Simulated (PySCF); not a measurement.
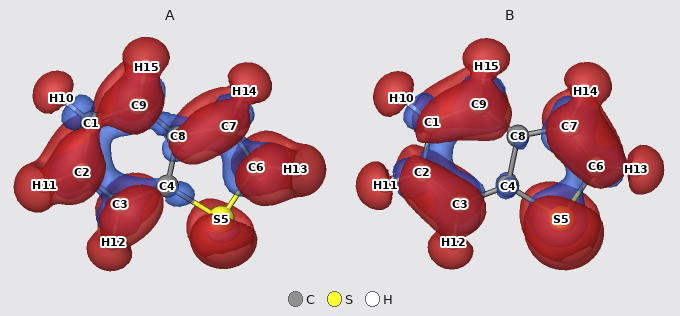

Figure. C₈H₆S, SMILES `c1ccc2sccc2c1`. The two Fukui functions at ±0.01 e/Å³ (red positive, blue negative).

PySCF calculation, TPSS/def2-SVP, gas phase; geometry: GFN2-xTB. No frequency check shows the geometry to be a minimum. GFN2-xTB bond lengths at metals and heavier atoms can be off by up to 0.1 Å and shapes distorted, which carries into these values.

Cartesian coordinates (Å):

```
C1       2.4813   -0.4967    0.0000
C2       2.2856    0.8845    0.0000
C3       1.0138    1.4188    0.0000
C4      -0.0647    0.5475    0.0000
S5      -1.7542    0.9692    0.0000
C6      -2.1933   -0.7070    0.0000
C7      -1.1349   -1.5422    0.0000
C8       0.1132   -0.8494    0.0000
C9       1.4112   -1.3628    0.0000
H10      3.4881   -0.8875    0.0000
H11      3.1410    1.5432    0.0000
H12      0.8546    2.4861    0.0000
H13     -3.2360   -0.9593    0.0000
H14     -1.2158   -2.6147    0.0000
H15      1.5618   -2.4322    0.0000
```

Question: Which panel is f⁻ (electron removed) and which f⁺ (electron added)?

Answer: A is f⁺, B is f⁻. f⁻ (Hirshfeld-condensed) is largest on S5 (0.22); the vertical ionisation energy is 7.91 eV (the stability of the cation's solution wasn't checked). f⁺ (Hirshfeld-condensed) is largest on S5 (0.14), C6 (0.12) and C2 (0.10); the vertical electron affinity is −1.05 eV (the stability of the anion's solution wasn't checked; negative, but this basis has no diffuse functions, so it doesn't show that the anion is unbound).

Question: What chemical potential and hardness follow from the two energies?

Answer: μ = −(I + A)/2 = −3.43 eV and η = I − A = 8.96 eV.

Cost of the run: 3.2 min on 1 thread of Intel(R) Xeon(R) 6975P-C (Granite Rapids), on a shared host, peak memory 0.82 GiB.
